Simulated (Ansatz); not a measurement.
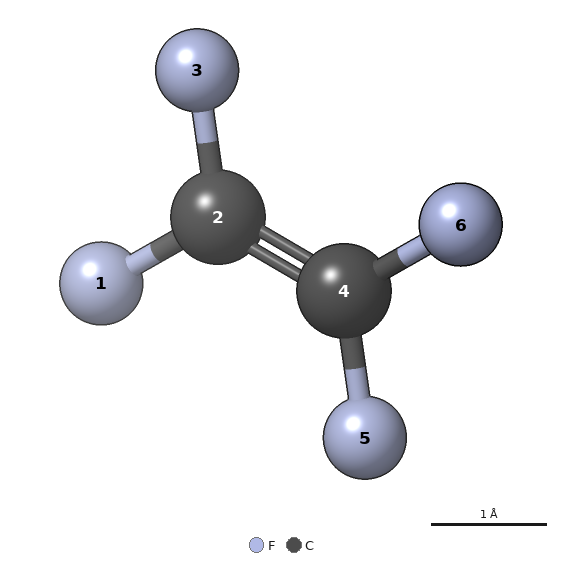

Orthographic view. Atoms fade into the background with distance from the viewer. The computed structure is the end point of a PBE0-D4/def2-TZVP optimisation. No frequency run is at hand to confirm it as a minimum.

Write a MOL file (V2000) with the atoms in numerical order, bonds sorted by atom number with the orders drawn, and coordinates in the frame of the picture: x right, y up, z towards the viewer, origin at the mean position.

```
C2F4
                    3D

  6  5  0  0  0  0  0  0  0  0999 V2000
   -1.5700   -0.2600   -0.7600 F   0  0  0  0  0  0  0  0  0  0  0  0
   -0.5500    0.3200   -0.1700 C   0  0  0  0  0  0  0  0  0  0  0  0
   -0.7300    1.6000    0.0400 F   0  0  0  0  0  0  0  0  0  0  0  0
    0.5500   -0.3200    0.1700 C   0  0  0  0  0  0  0  0  0  0  0  0
    0.7300   -1.6000   -0.0400 F   0  0  0  0  0  0  0  0  0  0  0  0
    1.5700    0.2600    0.7600 F   0  0  0  0  0  0  0  0  0  0  0  0
  1  2  1  0
  2  3  1  0
  2  4  2  0
  4  5  1  0
  4  6  1  0
M  END
```
